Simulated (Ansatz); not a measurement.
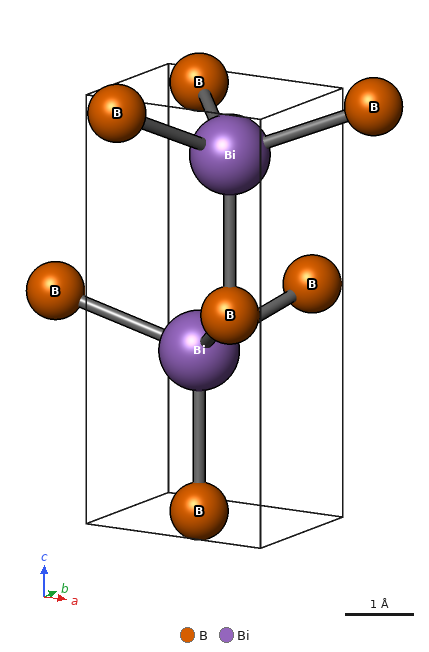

This is solid BiB (built on the wurtzite type) at its r2SCAN-relaxed geometry. Style: ball-and-stick. Shown: the cell of the calculation, slightly off an axis.

Level of theory: DFT, PBE, plane waves, PAW (Ansatz 0.2.0). (plane-wave cutoff 420 eV; k-point mesh 12 × 12 × 4; occupations fermi dirac; smearing width 0.02 eV; no spin polarisation)

Change: The cell is strained by +5.0 % along c and none across it (volume +5.0 %). The atoms were relaxed with r2SCAN under that strain, and this is a single point on that geometry.

The input:
```yaml
crystal:
  lattice:
    - [3.8655765072, 0.0, 0.0]
    - [-1.9327882536, 3.3476874555, 0.0]
    - [0.0, 0.0, 6.6942191828]
  atoms:
    - { symbol: B, position: [0.3333333333, 0.6666666667, 0.0018179706] }
    - { symbol: B, position: [0.6666666667, 0.3333333333, 0.5018179706] }
    - { symbol: Bi, position: [0.3333333333, 0.6666666667, 0.3731820294] }
    - { symbol: Bi, position: [0.6666666667, 0.3333333333, 0.8731820294] }
kpoints:
  mp_grid: { grid: [12, 12, 4] }
  band_path:
    path:
      - [0.0, 0.0, 0.0]
      - [0.5, 0.0, 0.0]
      - [0.3333333333, 0.3333333333, 0.0]
      - [0.0, 0.0, 0.5]
      - [0.5, 0.0, 0.5]
      - [0.3333333333, 0.3333333333, 0.5]
    npoints: 1
hamiltonian:
  xc: pbe
scf:
  occupations: { method: fermi_dirac, width: 0.02 }
  n_extra_bands: 5
output:
  forces: true
  stress: true
  eigenvalues: true
```

What does the calculation give for the changed structure?

Answer. Some distances before and after: B–Bi 2.388 → 2.486 Å, B–Bi 2.371 → 2.392 Å. The space group stays P6_3mc (No. 186). The energy rises by 20.5 meV per atom. The pressure goes from 1.3 to −1.9 GPa. The principal stresses (compression positive) are −7.1 GPa along c and 0.6 GPa across it. The largest forces, 0.02 eV/Å, act on B1, B2, Bi3 and Bi4.

The changed structure in the same view:

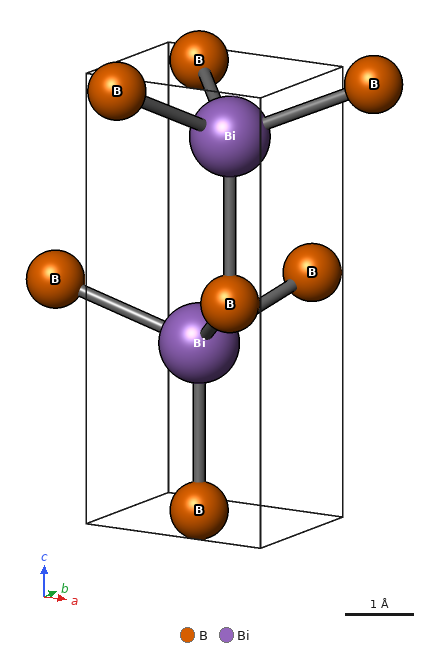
